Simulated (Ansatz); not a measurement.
How far to go with the plane-wave cutoff: MoW (Cmm2, 2 atoms in the cell)

```xyz
2
Lattice="1.5714 -2.2231 0.0000 1.5714 2.2231 0.0000 0.0000 0.0000 4.4642" Properties=species:S:1:pos:R:3 pbc="T T T"
Mo     0.0000     0.0000     0.0500
W      1.5714     0.0000     2.2321
```

Method: PBEsol, default PAW files made with PBE (plane waves; Ansatz, a first-principles code).

Base settings: basis.ecutwfc = 420 eV; kpoints.mp_grid.grid = 11 11 7; hamiltonian.xc = pbesol; hamiltonian.pseudopotentials = {kind: paw} (the program's default PAW files); scf.occupations.method = fermi_dirac; scf.occupations.width = 0.1 eV.

The second cell is the first with its lattice scaled by 0.98.

The mesh stays at the base's, so the ladder's end is converged at best in this setting alone.

The first pressure column holds Ansatz's estimate of the finite-basis (Pulay) stress, which hides part of the cutoff error; the other is without it.

Only quantities that move along the ladder and can be compared are tabulated.

The count of work is k-points × plane waves × bands × iterations; it is no time. 

The starting cell comes from a database of computed structures (which also holds hypothetical and non-ambient phases and stackings), without a prior relaxation at this level. Its lattice was rescaled by up to half a per cent. One atom was moved a little off its site on purpose. Spin polarisation is off.

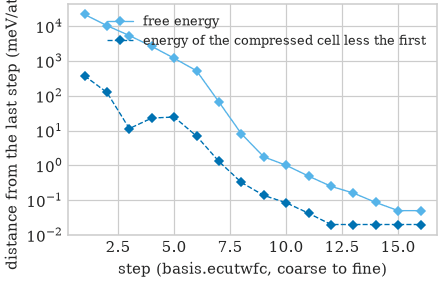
Distance from the last step along the ladder; very small values are drawn at a floor.

| basis.ecutwfc | free energy less the last step's (meV/atom) | energy of the compressed cell less the first (meV/atom) | pressure (GPa) | pressure without the Pulay estimate (GPa) | largest difference of a force vector from the last step's (eV/Å) | count of work / last |
|---|---|---|---|---|---|---|
| 145 eV | 21664.93 | -322.39 | -61.90 | -672.57 | 0.407 | 0.070 |
| 170 eV | 10361.04 | -74.11 | -17.55 | -395.09 | 0.746 | 0.078 |
| 190 eV | 5363.26 | 39.35 | -1.37 | -239.42 | 0.264 | 0.089 |
| 210 eV | 2621.67 | 73.59 | 4.05 | -137.04 | 0.048 | 0.088 |
| 230 eV | 1196.76 | 75.24 | 2.77 | -73.63 | 0.047 | 0.11 |
| 250 eV | 522.11 | 57.69 | 0.29 | -37.88 | 0.034 | 0.12 |
| 295 eV | 66.03 | 52.04 | -0.68 | -7.35 | 0.003 | 0.16 |
| 335 eV | 8.10 | 51.06 | -0.77 | -1.72 | 0.001 | 0.19 |
| 380 eV | 1.76 | 50.88 | -0.78 | -0.85 | 0.000 | 0.23 |
| 420 eV | 1.00 | 50.83 | -0.79 | -0.83 | 0.000 | 0.28 |
| 460 eV | 0.49 | 50.78 | -0.80 | -0.82 | 0.000 | 0.31 |
| 505 eV | 0.25 | 50.76 | -0.80 | -0.81 | 0.000 | 0.34 |
| 565 eV | 0.16 | 50.75 | -0.80 | -0.80 | 0.000 | 0.41 |
| 630 eV | 0.09 | 50.75 | -0.80 | -0.80 | 0.000 | 0.49 |
| 735 eV | 0.05 | 50.74 | -0.80 | -0.80 | 0.000 | 0.60 |
| 840 eV | 0.02 | 50.74 | -0.80 | -0.80 | 0.000 | 0.77 |
| 1010 eV | 0.00 | 50.74 | -0.80 | -0.80 | 0.000 | 1.0 |

Coarsest basis.ecutwfc that holds the pressure within 0.05 GPa of the last step, with all finer ones: 335 eV, at 0.19 of the last step's count of work; the step before is off by 0.12 GPa.

Coarsest basis.ecutwfc that holds the energy of the compressed cell less the first within 1 meV/atom of the last step, with all finer ones: 335 eV, at 0.19 of the last step's count of work; the step before is off by 1.3 meV/atom.

Coarsest basis.ecutwfc that holds the free energy within 5 meV/atom of the last step, with all finer ones: 380 eV, at 0.23 of the last step's count of work; the step before is off by 8.1 meV/atom.

The energy difference between the two cells stays within 1 meV/atom of the last step's from 335 eV on, the total only from 460 eV on: much of the error is common to both cells and cancels.

At the lowest cutoff the pressure without the Pulay estimate lies 672 GPa under the last step's, the usual sign of Pulay stress in an incomplete plane-wave basis.

Keys are those of Ansatz 0.2.
